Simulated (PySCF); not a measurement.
# GeH2 (SMILES [H][Ge][H]) at QCISD(T)/STO-3G

Aim: the energy change on altering one bond length of GeH2 at QCISD(T)/STO-3G, from 2 runs. The job is set up through a Python script.

The calculation is run with PySCF 2.14.0.

13 further runs of the same task are left out: 1 that didn't finish, 12 set aside as unsound or not needed.

## 1. The structure to begin with

GeH2: 3 atoms, total charge 0, spin state singlet. SMILES: `[H][Ge][H]`. Geometry: a GFN2-xTB relaxation, a rough one for these elements and not checked as a minimum.

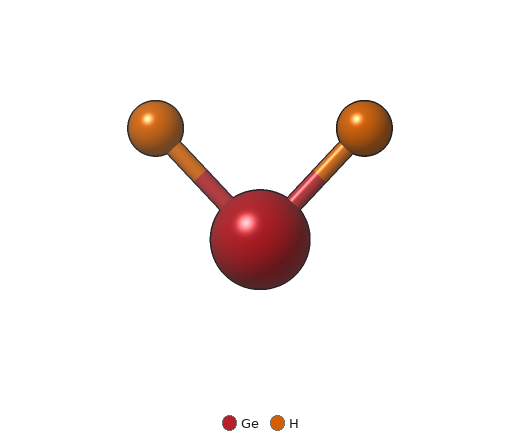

The structure, seen from a chosen angle (germanium red, hydrogen orange).

## 2. The energy at QCISD(T)/STO-3G

Contents of run.py:

```python
from pyscf import gto, cc

mol = gto.M(
    atom='''
Ge     0.008674    -0.017102    -1.475914
H      2.076507    -0.033675     0.752942
H     -2.085180     0.050777     0.722971
''',
    spin=0,
    basis='sto-3g',
    unit='bohr',
    verbose=4,
    max_memory=1860,
)

mf = mol.RHF()
mf.conv_tol = 1e-10
mf.kernel()
if not mf.converged:
    mf = mf.newton().run(mf.mo_coeff, mf.mo_occ)

mycc = cc.QCISD(mf, frozen=9)
mycc.kernel()
e_t = mycc.qcisd_t()
e_final = mycc.e_tot + e_t
print('E(%s) = %.9f' % ('QCISD(T)', e_final))
```

Started as:

```console
$ OMP_NUM_THREADS=1 python run.py
```

Standard output:

```text
PySCF version 2.14.0

[INPUT] num. atoms = 3
[INPUT] num. electrons = 34
[INPUT] charge = 0
[INPUT] spin (= nelec alpha-beta = 2S) = 0
[INPUT] symmetry False subgroup None
[INPUT] Mole.unit = bohr
[INPUT] Symbol           X                Y                Z      unit          X                Y                Z       unit  Magmom
[INPUT]  1 Ge     0.004590083128  -0.009049988661  -0.781020054078 AA    0.008674000000  -0.017102000000  -1.475914000000 Bohr   0.0
[INPUT]  2 H      1.098840182716  -0.017820042578   0.398439747545 AA    2.076507000000  -0.033675000000   0.752942000000 Bohr   0.0
[INPUT]  3 H     -1.103429736666   0.026870031239   0.382579777356 AA   -2.085180000000   0.050777000000   0.722971000000 Bohr   0.0

nuclear repulsion = 21.3015716460425
number of shells = 10
number of NR pGTOs = 60
number of NR cGTOs = 20
basis = sto-3g
ecp = {}

******** <class 'pyscf.scf.hf.RHF'> ********
method = RHF
initial guess = minao
damping factor = 0
level_shift factor = 0
DIIS = <class 'pyscf.scf.diis.CDIIS'>
diis_start_cycle = 1
diis_space = 8
diis_damp = 0
SCF conv_tol = 1e-10
SCF conv_tol_grad = None
SCF max_cycles = 50
direct_scf = True
direct_scf_tol = 1e-13
Set gradient conv threshold to 1e-05
Initial guess from minao.
init E= -2049.79606531227
  HOMO = -0.421154617115655  LUMO = -0.246432864852817  gap/eV = 4.75442
cycle= 1 E= -2052.792769296  delta_E=   -3  |g|= 0.283  |ddm|= 1.82
  HOMO = -0.212409009381078  LUMO = 0.199535600580009  gap/eV = 11.20958
cycle= 2 E= -2052.81721521762  delta_E= -0.0244  |g|= 0.0279  |ddm|= 0.396
  HOMO = -0.237648749978792  LUMO = 0.172059841208011  gap/eV = 11.14874
cycle= 3 E= -2052.81773514797  delta_E= -0.00052  |g|= 0.00866  |ddm|= 0.0708
  HOMO = -0.237464221344743  LUMO = 0.172521290869371  gap/eV = 11.15627
cycle= 4 E= -2052.81779426453  delta_E= -5.91e-05  |g|= 0.0013  |ddm|= 0.029
  HOMO = -0.23772176156555  LUMO = 0.172249104040818  gap/eV = 11.15588
cycle= 5 E= -2052.81779569963  delta_E= -1.44e-06  |g|= 0.000337  |ddm|= 0.00359
  HOMO = -0.237693636268356  LUMO = 0.172285410008829  gap/eV = 11.15610
cycle= 6 E= -2052.81779585014  delta_E= -1.51e-07  |g|= 0.000135  |ddm|= 0.0011
  HOMO = -0.237695097281797  LUMO = 0.172280071147071  gap/eV = 11.15599
cycle= 7 E= -2052.81779588118  delta_E= -3.1e-08  |g|= 2.76e-05  |ddm|= 0.00062
  HOMO = -0.237696427064936  LUMO = 0.17228026932275  gap/eV = 11.15603
cycle= 8 E= -2052.81779588224  delta_E= -1.07e-09  |g|= 2.46e-06  |ddm|= 0.000126
  HOMO = -0.237696144346846  LUMO = 0.17228060982644  gap/eV = 11.15604
cycle= 9 E= -2052.81779588225  delta_E= -5.91e-12  |g|= 2.61e-07  |ddm|= 8.8e-06
  HOMO = -0.237696145843132  LUMO = 0.172280611723795  gap/eV = 11.15604
Extra cycle  E= -2052.81779588225  delta_E= 9.09e-13  |g|= 8.9e-08  |ddm|= 5.9e-07
converged SCF energy = -2052.81779588225

******** <class 'pyscf.cc.qcisd.QCISD'> ********
QCISD nocc = 8, nmo = 11
frozen orbitals 9
max_cycle = 50
direct = 0
conv_tol = 1e-07
conv_tol_normt = 1e-05
diis_space = 6
diis_start_cycle = 0
diis_start_energy_diff = 1e+09
Init t2, MP2 energy = -2052.85193063722  E_corr(MP2) -0.0341347549747299
Init E_corr(QCISD) = -0.0341347549747336
cycle = 1  E_corr(QCISD) = -0.0457947883408574  dE = -0.0116600334  norm(t1,t2) = 0.0495271
cycle = 2  E_corr(QCISD) = -0.0503798089072584  dE = -0.00458502057  norm(t1,t2) = 0.0227388
cycle = 3  E_corr(QCISD) = -0.0539673161645309  dE = -0.00358750726  norm(t1,t2) = 0.011364
cycle = 4  E_corr(QCISD) = -0.0538670793080216  dE = 0.000100236857  norm(t1,t2) = 0.00202038
cycle = 5  E_corr(QCISD) = -0.0538315632430138  dE = 3.5516065e-05  norm(t1,t2) = 0.000518823
cycle = 6  E_corr(QCISD) = -0.0538284409294427  dE = 3.12231357e-06  norm(t1,t2) = 0.000188786
cycle = 7  E_corr(QCISD) = -0.0538242207772018  dE = 4.22015224e-06  norm(t1,t2) = 4.6831e-05
cycle = 8  E_corr(QCISD) = -0.0538250217186615  dE = -8.0094146e-07  norm(t1,t2) = 1.18524e-05
cycle = 9  E_corr(QCISD) = -0.0538251183661938  dE = -9.66475323e-08  norm(t1,t2) = 4.15713e-06
QCISD converged
E(QCISD) = -2052.871621000616  E_corr = -0.05382511836619384
QCISD(T) correction = -0.000155382757627969
E(QCISD(T)) = -2052.871776383
```

It took 0.62 s on 1 thread of Arm Neoverse V2, shared host; peak memory 0.12 GiB.

## 3. The distorted shape, same level

Contents of job.py:

```python
from pyscf import gto, cc

molecule = gto.M(
    atom='''
Ge     1.055548    -0.051040    -2.575302
H      3.123381    -0.067613    -0.346445
H     -2.085180     0.050777     0.722971
''',
    charge=0,
    spin=0,
    max_memory=1860,
    basis='sto-3g',
    verbose=3,
    unit='bohr',
)

myscf = molecule.RHF()
myscf.conv_tol = 1e-10
myscf.kernel()
if not myscf.converged:
    myscf = myscf.newton().run(myscf.mo_coeff, myscf.mo_occ)

mycc = cc.QCISD(myscf, frozen=9)
mycc.kernel()
e_t = mycc.qcisd_t()
e_final = mycc.e_tot + e_t
print('Final energy', e_final)
```

Started as:

```console
$ OMP_NUM_THREADS=1 python job.py
```

Standard output:

```text
converged SCF energy = -2052.67242958815
E(QCISD) = -2052.773455657814  E_corr = -0.1010260696628671
QCISD(T) correction = -0.000242925507400239
Final energy -2052.7736985833217
```

Wall time 0.64 s (1 thread of Arm Neoverse V2, shared host); peak memory 0.12 GiB.

## 4. Results

Level: QCISD(T)/STO-3G, 9 core orbitals frozen.

```
                                                          quantity           value
                                         first shape: total energy  -2052.87178 Eh
                 first shape: dipole moment (Hartree–Fock density)          0.16 D
                  first shape: HOMO energy (Hartree–Fock orbitals)        -6.47 eV
                  first shape: LUMO energy (Hartree–Fock orbitals)         4.69 eV
                first shape: HOMO–LUMO gap (Hartree–Fock orbitals)        11.16 eV
          first shape: correlation energy (9 core orbitals frozen)       -54.0 mEh
                                       first shape: (T) correction       -0.16 mEh
                                        first shape: T1 diagnostic           0.006
                                     distorted shape: total energy  -2052.77370 Eh
             distorted shape: dipole moment (Hartree–Fock density)          1.72 D
              distorted shape: HOMO energy (Hartree–Fock orbitals)        -5.35 eV
              distorted shape: LUMO energy (Hartree–Fock orbitals)         4.25 eV
            distorted shape: HOMO–LUMO gap (Hartree–Fock orbitals)         9.60 eV
      distorted shape: correlation energy (9 core orbitals frozen)      -101.3 mEh
                                   distorted shape: (T) correction       -0.24 mEh
                                    distorted shape: T1 diagnostic           0.018
energy change with the Ge1–H3 bond stretched from 1.607 to 2.411 Å        2.669 eV
```

**Reading.** One bond (distorted shape) is far stretched, which a spin-restricted single reference describes badly; perturbation theory on it can break down and give far too much correlation. With the Ge1–H3 bond stretched from 1.607 to 2.411 Å the energy rises by 2.67 eV (258 kJ/mol). The first shape isn't relaxed at this level, so the change isn't measured from a minimum. A restricted reference can't describe the breaking bond well at this length. The minimal basis adds a large error of its own. The triples (first shape) make up 0.3 % of the correlation energy. Mulliken charges (distorted shape) of the mean-field density run from -0.24 on H3 to +0.42 on Ge1. The triples (distorted shape) make up 0.2 % of the correlation energy.
